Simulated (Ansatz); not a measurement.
# H2In2NSi (charge −1): what the fields show

The calculation's input:

```
crystal:
  periodic: [false, false, false]
  atoms:
    - {symbol: In, position_ang: [0.571549, 0.388489, -0.110438]}
    - {symbol: In, position_ang: [-2.479714, 1.180705, -0.209419]}
    - {symbol: N, position_ang: [-2.432257, 1.557425, 1.978374]}
    - {symbol: Si, position_ang: [-0.865936, 1.201442, 2.305632]}
    - {symbol: H, position_ang: [1.982848, 1.418051, -0.615199]}
    - {symbol: H, position_ang: [1.260289, -1.294306, -0.128140]}
basis:
  gaussian:
    orbitals: def2-TZVPD
total_charge: -1
hamiltonian:
  xc: pbe0
output: {forces: true, orbitals: {seedname: orbitals}}
```

Launched as:

```sh
ansatz run input.yaml --threads 2 --pin off --max-ram 4350MiB --events-out events.jsonl --progress --plain --runs-dir runs
```

Geometry: B3LYP-D3(BJ)/def2-SVPD; core potentials replace the inner electrons of In.

These are results of Ansatz, isolated molecule in a Gaussian basis; Kohn-Sham density functional theory, functional PBE0, not measurements.

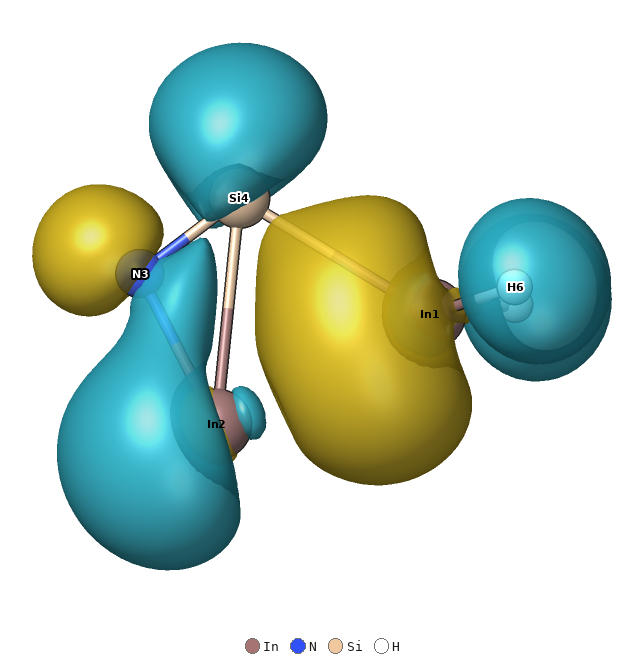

Figure 1. The HOMO at ±0.06 Å⁻³ᐟ² (yellow and cyan are the two phases), seen across its widest extent.

**Where does this orbital lie, and at what energy?**

Its weight (Hirshfeld) is mainly on In1 (about 35 %), In2 (about 25 %), Si4 (about 15 %), N3 (about 10 %), H5 (about 5 %) and H6 (about 5 %). Its energy is −1.14 eV.

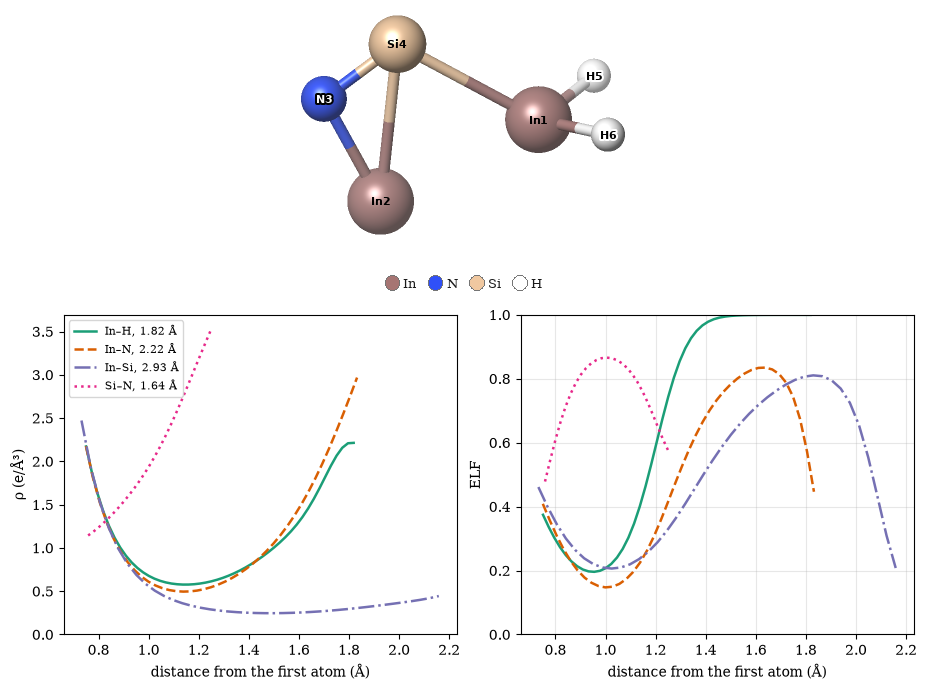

Figure 2. Electron density and ELF along straight lines between neighbouring atoms. The curves leave out the atomic cores. The structure is drawn too.

**What can be read from the curves?**

In–H (1.82 Å): ρ at the midpoint is about 0.91 e/Å³; the ELF climbs to about 1 towards the hydrogen.
In–N (2.22 Å): ρ at the midpoint is about 0.5 e/Å³; the ELF peaks at about 0.85 in the valence shell of N, 0.6 Å from its nucleus, and drops to about 0.15 between the two atoms.
In–Si (2.93 Å): ρ is about 0.25 e/Å³ halfway; the ELF peaks at about 0.80 in the valence shell of Si, 1.1 Å from its nucleus, and drops to about 0.20 between the two atoms.
Si–N (1.64 Å): ρ is about 1.3 e/Å³ halfway; the ELF peaks at about 0.85 between the atoms: a polar covalent bond.

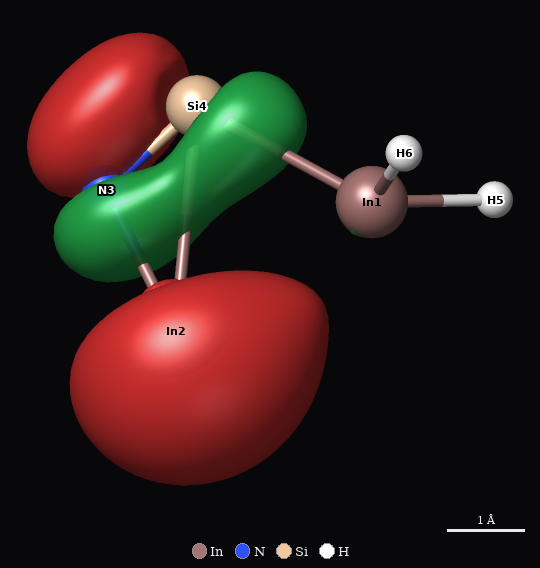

Figure 3. The HOMO−1 at ±0.1 Å⁻³ᐟ² (green and red are the two phases), seen at a tilt.

**Where does this orbital lie, and at what energy?**

By Hirshfeld shares it lies mainly on In2 (about 50 %), N3 (about 25 %), Si4 (about 15 %) and In1 (about 5 %). Its energy is −2.44 eV.
